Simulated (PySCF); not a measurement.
**C6H4F2 (SMILES Fc1ccc(F)cc1): density, localisation and related maps**

```yaml
atoms:
  - { symbol: F, position_ang: [-2.0162, -0.1115, 1.7903] }
  - { symbol: C, position_ang: [-1.0151, -0.0576, 0.9022] }
  - { symbol: C, position_ang: [-0.2705, -1.1960, 0.6620] }
  - { symbol: C, position_ang: [0.7661, -1.1394, -0.2572] }
  - { symbol: C, position_ang: [1.0212, 0.0539, -0.9047] }
  - { symbol: F, position_ang: [2.0227, 0.1065, -1.7925] }
  - { symbol: C, position_ang: [0.2771, 1.1927, -0.6655] }
  - { symbol: C, position_ang: [-0.7588, 1.1352, 0.2544] }
  - { symbol: H, position_ang: [-0.5038, -2.1114, 1.1907] }
  - { symbol: H, position_ang: [1.3735, -2.0088, -0.4744] }
  - { symbol: H, position_ang: [0.5098, 2.1080, -1.1948] }
  - { symbol: H, position_ang: [-1.3662, 2.0046, 0.4714] }
```

Geometry: PBE0-D3(BJ)/def2-TZVP.

All numbers below come from PySCF, PBE0/pcSseg-2, SCF density, gas phase, non-relativistic.

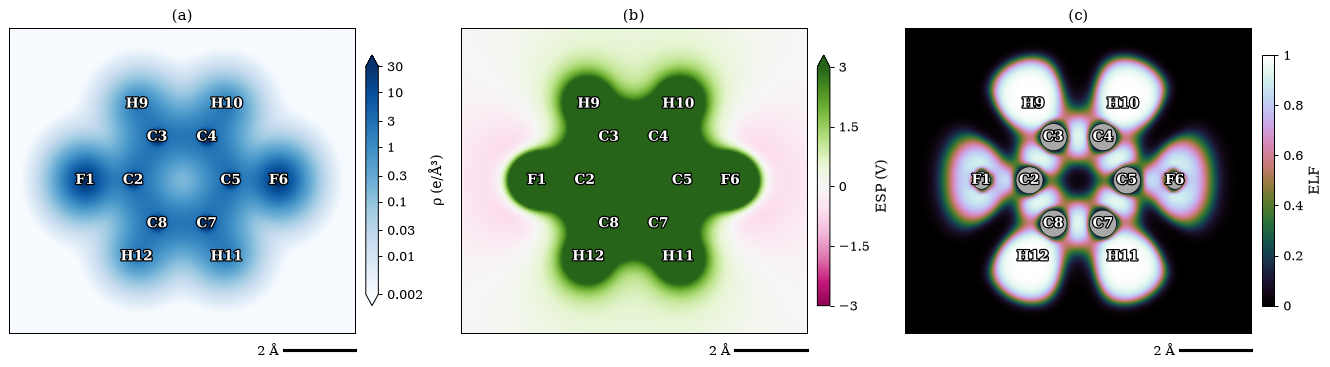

Figure 1. (a) electron density; (b) molecular electrostatic potential; (c) ELF on the molecular plane. Grey discs cover the atomic cores in the ELF map.

What does the map show?

The plane passes through F, C and H nuclei. C–F (1.34 Å): ρ at the midpoint is about 2.3 e/Å³; the ELF peaks at about 0.85 between the atoms; a shared but strongly polarised pair. C–C (1.38 Å): ρ at the midpoint is about 2.2 e/Å³; the ELF peaks at about 0.95 between the atoms; localised, covalent bonding. C–H (1.08 Å): ρ at the midpoint is about 2.1 e/Å³; the ELF climbs to about 1 towards the hydrogen, as it does in any bond to H; a covalent bond by its length. The ELF also peaks beside F6 and F1, away from the bonds: lone-pair regions. Outside the dense part of the molecule the potential is most negative (−0.6 V) near F1 and F6.

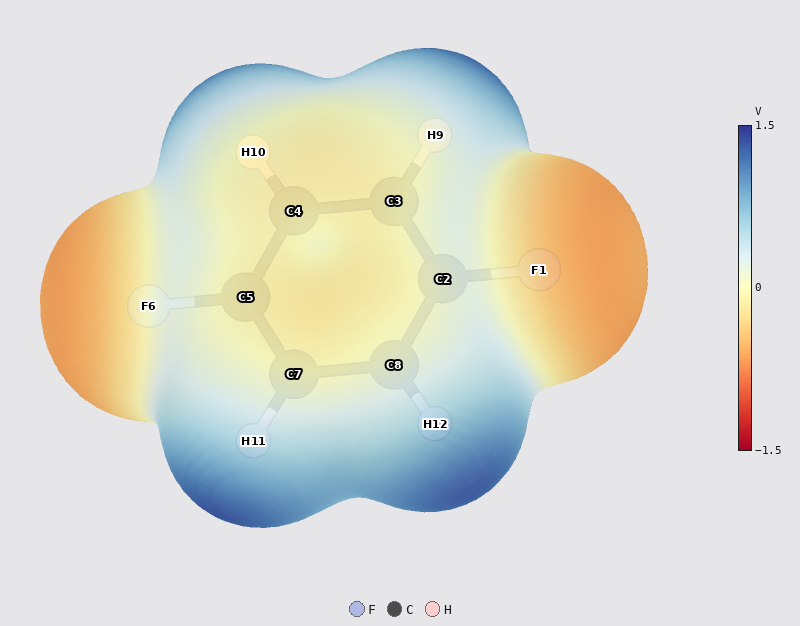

Figure 2. The molecular electrostatic potential painted on the density surface at 0.002 e/bohr³, seen at a tilt; red is negative and blue positive.

Which sites attract a positive test charge, and which a negative one?

A positive charge is drawn to the negative regions and a negative charge to the positive ones. The most negative region (about −0.6 V, or −14 kcal/mol for a unit charge) lies over F1 and F6, the most positive (about +1.3 V, or +30 kcal/mol for a unit charge) over H9, H10, H11 and H12.

What dipole moment does the calculation give?

Its dipole moment is zero.

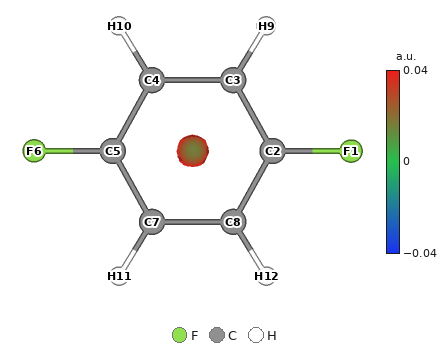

Figure 3. Non-covalent interaction (NCI) plot: the surface where the reduced density gradient is 0.6, for densities under 0.05 a.u., coloured by sign(λ₂)ρ; seen across its widest extent.

Which non-covalent interactions does the plot reveal?

Inside the ring or cage of C2, C3, C4, C5, C7 and C8: steric crowding (red).
